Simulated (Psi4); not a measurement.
**Excited-state calculation, with input and output: BSiH5 (part 1 of 3)**

BSiH5, computed with EOM-CCSD/def2-SVP, RHF, DKH2 (Psi4 1.11).

The geometry comes from this level: PBE0-D4/def2-TZVP.

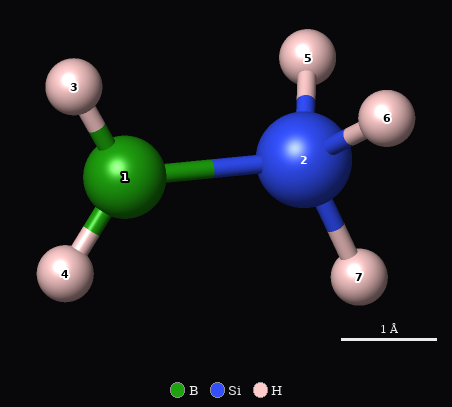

**Figure 1.** The structure as given in the input (ball-and-stick view, seen at a tilt; atoms are numbered from 1 in the order of the input).

## The input (job.dat)
```
memory 1600 mb

molecule molecule1 {
  0 1
  B     -0.043200    -1.189000     0.204300
  Si     0.089100     0.785300    -0.148500
  H     -1.126000    -1.690600     0.290100
  H      0.906400    -1.902500     0.335400
  H     -0.616000     1.093400    -1.427200
  H     -0.623600     1.516700     0.939600
  H      1.474500     1.318800    -0.239500
  units angstrom
  symmetry c1
}

set globals {
  reference rhf
  scf_type df
  roots_per_irrep [3]
  relativistic dkh
  dkh_order 2
}

E = properties("eom-ccsd/def2-SVP", properties=['oscillator_strength'])
print_variables()
```

Launched with:
```bash
psi4 -n 1 job.dat job.out
```

## Log
```
Psi4 1.11 release

   => Loading Basis Set <=

    Name: DEF2-SVP
    Role: ORBITAL
    Keyword: BASIS

         ---------------------------------------------------------
                                   SCF
                              RHF Reference
                        1 Threads,   1525 MiB Core
         ---------------------------------------------------------

  ==> Geometry <==

    Molecular point group: c1
    Full point group: C1

    Geometry (in Angstrom), charge = 0, multiplicity = 1:

       Center              X                  Y                   Z               Mass
    ------------   -----------------  -----------------  -----------------  -----------------
         B           -0.089367981854    -1.398393962865     0.249904798300    11.009305360000
         SI           0.042932018146     0.575906037135    -0.102895201700    27.976926534650
         H           -1.172167981854    -1.899993962865     0.335704798300     1.007825032230
         H            0.860232018146    -2.111893962865     0.381004798300     1.007825032230
         H           -0.662167981854     0.884006037135    -1.381595201700     1.007825032230
         H           -0.669767981854     1.307306037135     0.985204798300     1.007825032230
         H            1.428332018146     1.109406037135    -0.193895201700     1.007825032230

  Running in c1 symmetry.

  Rotational constants: A =      2.11955  B =      0.35826  C =      0.34276 [cm^-1]
  Rotational constants: A =  63542.50972  B =  10740.23288  C =  10275.70418 [MHz]
  Nuclear repulsion =   47.564448936710967

  Charge       = 0
  Multiplicity = 1
  Electrons    = 24
  Nalpha       = 12
  Nbeta        = 12

  ==> Algorithm <==

  SCF Algorithm Type is DF.
  DIIS enabled.
  MOM disabled.
  Fractional occupation disabled.
  Guess Type is SAD.
  Energy threshold   = 1.00e-10
  Density threshold  = 1.00e-10
  Integral threshold = 1.00e-12

  ==> Primary Basis <==

  Basis Set: DEF2-SVP
    Blend: DEF2-SVP
    Number of shells: 29
    Number of basis functions: 57
    Number of Cartesian functions: 59
    Spherical Harmonics?: true
    Max angular momentum: 2

   => Loading Basis Set <=

    Name: (DEF2-SVP AUX)
    Role: JKFIT
    Keyword: DF_BASIS_SCF

   => Loading Basis Set <=

    Name: (DEF2-SVP AUX)
    Role: DECON
    Keyword: BASIS_RELATIVISTIC

  ==> Integral Setup <==

  DFHelper Memory: AOs need 0.008 GiB; user supplied 1.118 GiB.
  SCF_SUBTYPE=INCORE selected. In-core MEM_DF algorithm will be used.
  Using in-core AOs.

  ==> MemDFJK: Density-Fitted J/K Matrices <==

    J tasked:                   Yes
    K tasked:                   Yes
    wK tasked:                   No
    Memory [MiB]:              1144
    Algorithm:                 Core
    Schwarz Cutoff:           1E-12
    Mask sparsity (%):       0.0616
    Fitting Condition:        1E-10

   => Auxiliary Basis Set <=

  Basis Set: (DEF2-SVP AUX)
    Blend: DEF2-UNIVERSAL-JKFIT
    Number of shells: 93
    Number of basis functions: 293
    Number of Cartesian functions: 344
    Spherical Harmonics?: true
    Max angular momentum: 4

    Computing 2-order Douglas-Kroll-Hess integrals.
    Adding Douglas-Kroll-Hess corrections to the potential integrals.
  Minimum eigenvalue in the overlap matrix is 4.7984508406E-03.
  Reciprocal condition number of the overlap matrix is 1.0311788951E-03.
    Using symmetric orthogonalization.

  ==> Pre-Iterations <==

  SCF Guess: Superposition of Atomic Densities via on-the-fly atomic UHF (no occupation information).

   -------------------------
    Irrep   Nso     Nmo
   -------------------------
     A         57      57
   -------------------------
    Total      57      57
   -------------------------

  ==> Iterations <==

                           Total Energy        Delta E     RMS |[F,P]|

   @DF-RHF iter SAD:  -316.07840281704330   -3.16078e+02   0.00000e+00
   @DF-RHF iter   1:  -316.87916201124779   -8.00759e-01   2.50995e-03 ADIIS/DIIS
   @DF-RHF iter   2:  -316.90922178382340   -3.00598e-02   8.22747e-04 ADIIS/DIIS
   @DF-RHF iter   3:  -316.91295622114217   -3.73444e-03   2.33475e-04 ADIIS/DIIS
   @DF-RHF iter   4:  -316.91332425408325   -3.68033e-04   4.28863e-05 DIIS
   @DF-RHF iter   5:  -316.91333707909956   -1.28250e-05   7.84597e-06 DIIS
   @DF-RHF iter   6:  -316.91333746156215   -3.82463e-07   1.59639e-06 DIIS
   @DF-RHF iter   7:  -316.91333747582513   -1.42630e-08   2.53009e-07 DIIS
   @DF-RHF iter   8:  -316.91333747614465   -3.19517e-10   4.60675e-08 DIIS
   @DF-RHF iter   9:  -316.91333747615550   -1.08571e-11   8.02510e-09 DIIS
   @DF-RHF iter  10:  -316.91333747615607   -5.68434e-13   1.68271e-09 DIIS
   @DF-RHF iter  11:  -316.91333747615624   -1.70530e-13   4.24307e-10 DIIS
   @DF-RHF iter  12:  -316.91333747615613    1.13687e-13   7.58512e-11 DIIS
  Energy and wave function converged.

  ==> Post-Iterations <==

    Orbital Energies [Eh]
    ---------------------

    Doubly Occupied:

       1A    -68.922867     2A     -7.626145     3A     -6.146066
       4A     -4.230702     5A     -4.230466     6A     -4.230120
       7A     -0.748178     8A     -0.652605     9A     -0.515963
      10A     -0.478640    11A     -0.466238    12A     -0.421302

    Virtual:

      13A      0.045649    14A      0.179193    15A      0.207470
      16A      0.207841    17A      0.248078    18A      0.264267
      19A      0.305005    20A      0.332394    21A      0.402073
      22A      0.412655    23A      0.432762    24A      0.469911
      25A      0.497454    26A      0.525221    27A      0.634670
      28A      0.688767    29A      0.703949    30A      0.734777
      31A      0.776415    32A      0.791361    33A      0.888995
      34A      0.896584    35A      1.074020    36A      1.109290
      37A      1.164606    38A      1.203816    39A      1.340236
      40A      1.551629    41A      1.615684    42A      1.637001
      43A      1.641124    44A      1.765408    45A      1.783510
      46A      1.937732    47A      1.970733    48A      1.998698
      49A      2.040179    50A      2.079965    51A      2.119613
      52A      2.272832    53A      2.396286    54A      2.484962
      55A      2.492507    56A      2.818134    57A      2.893309

    Final Occupation by Irrep:
              A
    DOCC [    12 ]
    NA   [    12 ]
    NB   [    12 ]

  @DF-RHF Final Energy:  -316.91333747615613

   => Energetics <=

    Nuclear Repulsion Energy =             47.5644489367109671
    One-Electron Energy =                -531.6169908484292819
    Two-Electron Energy =                 167.1392044355621920
    Total Energy =                       -316.9133374761561299

Computation Completed

Properties will be evaluated at   0.000000,   0.000000,   0.000000 [a0]

Properties computed using the SCF density matrix

 Multipole Moments:

 ------------------------------------------------------------------------------------
     Multipole            Electronic (a.u.)      Nuclear  (a.u.)        Total (a.u.)
 ------------------------------------------------------------------------------------

 L = 1.  Multiply by 2.5417464519 to convert [e a0] to [Debye]
 Dipole X            :          0.1387301           -0.1158999            0.0228302
 Dipole Y            :         -0.9050796            0.6794414           -0.2256383
 Dipole Z            :          0.1625695           -0.1220477            0.0405218
 Magnitude           :                                                    0.2303820

 ------------------------------------------------------------------------------------

	total time  =          1 seconds =       0.02 minutes
   => Loading Basis Set <=

    Name: (DEF2-SVP AUX)
    Role: DECON
    Keyword: BASIS_RELATIVISTIC

 MINTS: Wrapper to libmints.

   Calculation information:
      Number of threads:                 1
      Number of atoms:                   7
      Number of AO shells:              29
      Number of SO shells:              29
      Number of primitives:             55
      Number of atomic orbitals:        59
      Number of basis functions:        57

      Number of irreps:                  1
      Integral cutoff                 1.00e-12
      Number of functions per irrep: [  57 ]

 OEINTS: Overlap, kinetic, potential, dipole, and quadrupole integrals
         stored in file 35.

      Computing two-electron integrals...done
      Computed 1327909 non-zero two-electron integrals.
        Stored in file 33.

	Wfn Parameters:
	--------------------
	Wavefunction         = EOM_CCSD
	Number of irreps     = 1
	Number of MOs        = 57
	Number of active MOs = 57
	AO-Basis             = NONE
	Semicanonical        = false
	Reference            = RHF
	Print Level          = 1

	IRREP	# MOs	# FZDC	# DOCC	# SOCC	# VIRT	# FZVR
	-----	-----	------	------	------	------	------
	 A	   57	    0	    12	    0	    45	    0
	Transforming integrals...
	IWL integrals will be deleted.
	(OO|OO)...
	Presorting SO-basis two-electron integrals.
	Sorting File: SO Ints (nn|nn) nbuckets = 1
	Constructing frozen core operators
	Starting first half-transformation.
	Sorting half-transformed integrals.
	First half integral transformation complete.
	Starting second half-transformation.
	Two-electron integral transformation complete.
	(OO|OV)...
	Starting second half-transformation.
	Two-electron integral transformation complete.
	(OO|VV)...
	Starting second half-transformation.
	Two-electron integral transformation complete.
	(OV|OO)...
	Starting first half-transformation.
	Sorting half-transformed integrals.
	First half integral transformation complete.
	Starting second half-transformation.
	Two-electron integral transformation complete.
	(OV|OV)...
	Starting second half-transformation.
	Two-electron integral transformation complete.
	(OV|VV)...
	Starting second half-transformation.
	Two-electron integral transformation complete.
	(VV|OO)...
	Starting first half-transformation.
	Sorting half-transformed integrals.
	First half integral transformation complete.
	Starting second half-transformation.
	Two-electron integral transformation complete.
	(VV|OV)...
	Starting second half-transformation.
	Two-electron integral transformation complete.
	(VV|VV)...
	Starting second half-transformation.
	Two-electron integral transformation complete.
	Frozen core energy     =      0.00000000000000

	Size of irrep 0 of <ab|cd> integrals:      4.101 (MW) /     32.805 (MB)
	Total:                                     4.101 (MW) /     32.805 (MB)

	Size of irrep 0 of <ia|bc> integrals:      1.093 (MW) /      8.748 (MB)
	Total:                                     1.093 (MW) /      8.748 (MB)

	Size of irrep 0 of tijab amplitudes:       0.292 (MW) /      2.333 (MB)
	Total:                                     0.292 (MW) /      2.333 (MB)

	Nuclear Rep. energy          =     47.56444893671097
	SCF energy                   =   -316.91333747615613
	One-electron energy          =   -531.61699084934048
	Two-electron energy          =    167.13921078320161
	Reference energy             =   -316.91333112942789

	total time  =          0 seconds =       0.00 minutes
            **************************
            *                        *
            *        CCENERGY        *
            *                        *
            **************************

    Nuclear Rep. energy (wfn)     =   47.564448936710967
    SCF energy          (wfn)     = -316.913337476156130
    Reference energy    (file100) = -316.913331129427888

    Input parameters:
    -----------------
    Wave function   =     EOM_CCSD
    Reference wfn   =     RHF
    Brueckner       =     No
    Memory (Mbytes) =     1600.0
    Maxiter         =     50
    R_Convergence   =     1.0e-07
    E_Convergence   =     1.0e-08
    Restart         =     Yes
    DIIS            =     Yes
    AO Basis        =     NONE
    ABCD            =     NEW
    Cache Level     =     2
    Cache Type      =     LOW
    Print Level     =     1
    Num. of threads =     1
    # Amps to Print =     10
    Print MP2 Amps? =     No
    Analyze T2 Amps =     No
    Print Pair Ener =     No
    Local CC        =     No
    SCS-MP2         =     False
    SCSN-MP2        =     False
    SCS-CCSD        =     False

MP2 correlation energy -0.2004148708662717
                Solving CC Amplitude Equations
                ------------------------------
  Iter             Energy              RMS        T1Diag      D1Diag    New D1Diag    D2Diag
  ----     ---------------------    ---------   ----------  ----------  ----------   --------
     0        -0.200414870866272    0.000e+00    0.000000    0.000000    0.000000    0.121205
     1        -0.232876345502200    6.052e-02    0.004379    0.013801    0.013801    0.142576
     2        -0.243849996505354    1.999e-02    0.006496    0.020564    0.020564    0.152019
     3        -0.244201336981324    4.866e-03    0.007274    0.024015    0.024015    0.153232
     4        -0.244206020659696    1.908e-03    0.007619    0.025586    0.025586    0.153713
     5        -0.244207629539817    7.224e-04    0.007762    0.026379    0.026379    0.153782
     6        -0.244204812104989    2.488e-04    0.007809    0.026679    0.026679    0.153776
     7        -0.244205505723682    7.693e-05    0.007816    0.026751    0.026751    0.153768
     8        -0.244206295412705    2.212e-05    0.007818    0.026771    0.026771    0.153767
     9        -0.244205921436013    5.836e-06    0.007818    0.026773    0.026773    0.153766
    10        -0.244205951705993    1.702e-06    0.007818    0.026773    0.026773    0.153766
    11        -0.244205977336511    4.634e-07    0.007818    0.026773    0.026773    0.153766
    12        -0.244205994052615    1.639e-07    0.007818    0.026773    0.026773    0.153766
    13        -0.244206000369366    5.281e-08    0.007818    0.026773    0.026773    0.153766
    14        -0.244206000168739    1.660e-08    0.007818    0.026773    0.026773    0.153766

    Iterations converged.

    Largest TIA Amplitudes:
              9   0         0.0231378052
             11   2        -0.0107499816
              8   1        -0.0106627426
             10   1         0.0098415260
              9   3         0.0095659994
             11  22         0.0090384934
              7   4         0.0063619685
             10  24        -0.0057540958
              9  25        -0.0048549131
              9  23        -0.0044958637

    Largest TIjAb Amplitudes:
     11  11   0   0        -0.0319054835
     11  11   9   9        -0.0285262692
      9   9   3   3        -0.0281488202
      9   9  11  11        -0.0259450329
      7   7   0   0        -0.0250568623
     10  10   1   1        -0.0245636172
      8   8   8   8        -0.0225985099
      6   6   0   0        -0.0225400228
     11  11   2   2        -0.0224014681
     11  11   4   4        -0.0215850648

    SCF energy       (wfn)                    = -316.913337476156130
    Reference energy (file100)                = -316.913331129427888

    Opposite-spin MP2 correlation energy      =   -0.172220806013807
    Same-spin MP2 correlation energy          =   -0.028194064852465
    Singles MP2 correlation energy            =   -0.000000000000000
    MP2 correlation energy                    =   -0.200414870866272
      * MP2 total energy                      = -317.113746000294157

    Opposite-spin CCSD correlation energy     =   -0.213904215930704
    Same-spin CCSD correlation energy         =   -0.030301784238035
    Singles CCSD correlation energy           =    0.000000000000000
    CCSD correlation energy                   =   -0.244206000168739
      * CCSD total energy                     = -317.157537129596619

			**************************
			*                        *
			*         CCHBAR         *
			*                        *
			**************************

	**********************************************************
	*  CCEOM: An Equation of Motion Coupled Cluster Program  *
	**********************************************************

	Nuclear Rep. energy (wfn)     =   47.564448936710967
	SCF energy          (wfn)     = -316.913337476156130
	Reference energy    (file100) = -316.913331129427888
	CCSD energy         (file100) =   -0.244206000168739

	Input parameters:
	-----------------
	Reference wfn   =     RHF
	Reference EOM wfn=     RHF
	Memory (Mbytes) =  1600.0
	ABCD            =     NEW
	Cache Level     =    2
	Cache Type      =     LRU
	Num. of threads =     1
	Local CC        =     No

	CCEOM parameters:
	-----------------
	States sought per irrep     = A 3,
	Max. number of iterations   =    80
	Vectors stored per root     =    12
	Print HbarSS iterations?    =     0
	Excitation range for HBarSS =     2
	Eigenvalue tolerance        = 1.0e-05
	Eigenvalue toleranceSS      = 1.0e-06
	Residual vector tolerance   = 1.0e-04
	Residual vector toleranceSS = 1.0e-06
	Complex tolerance           = 1.0e-12
	Root for properties         =     3
	Sym of state for properties =      A
	Guess vectors taken from    = SINGLES
	Restart EOM CC3             = NO
	Collapse with last vector   = YES
```
